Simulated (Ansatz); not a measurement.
The calculation's input:

```
crystal:
  periodic: [false, false, false]
  atoms:
    - symbol: C
      position_ang: [0.000000, 0.000000, -1.409035]
    - symbol: B
      position_ang: [0.000000, 0.000000, 0.061768]
    - symbol: F
      position_ang: [0.000000, 0.000000, 1.347267]
basis:
  gaussian: {orbitals: def2-TZVPD}
magnetization: {spin_polarized: true, initial_magnetization: 2}
output: {forces: true, orbitals: {seedname: orbitals}}
hamiltonian: {xc: {name: PBE0}}
```

Launched as:

```sh
ansatz run input.yaml --threads 1 --pin off --max-ram 2610MiB --events-out events.jsonl --progress --plain --runs-dir runs
```

Geometry: B3LYP/6-31G*.

Level of theory: isolated molecule in a Gaussian basis; Kohn-Sham density functional theory, functional PBE0 in Ansatz 0.2.0.

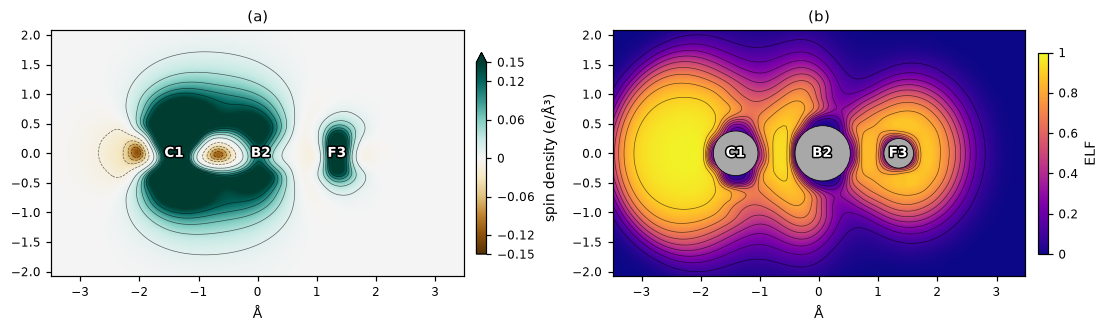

CBF (triplet). (a) spin density; (b) electron localisation function on a plane that holds the molecular axis. Grey discs cover the atomic cores in the ELF map.

**Interpret the plot.**

- Atoms in the plane: C, B and F.
- B–F (1.29 Å): the ELF peaks at about 0.85 between the atoms: a short, strongly polar bond.
- C–B (1.47 Å): the ELF peaks at about 0.95 between the atoms, as expected for localised, covalent bonding.
- The ELF also peaks beside F3 and C1, away from the bonds: non-bonding electrons, paired or unpaired.
- The unpaired spin (2 electrons) lies mostly on C1 (about 1.2), B2 (about 0.7) and F3 (about 0.1), in electrons by Hirshfeld's partition.
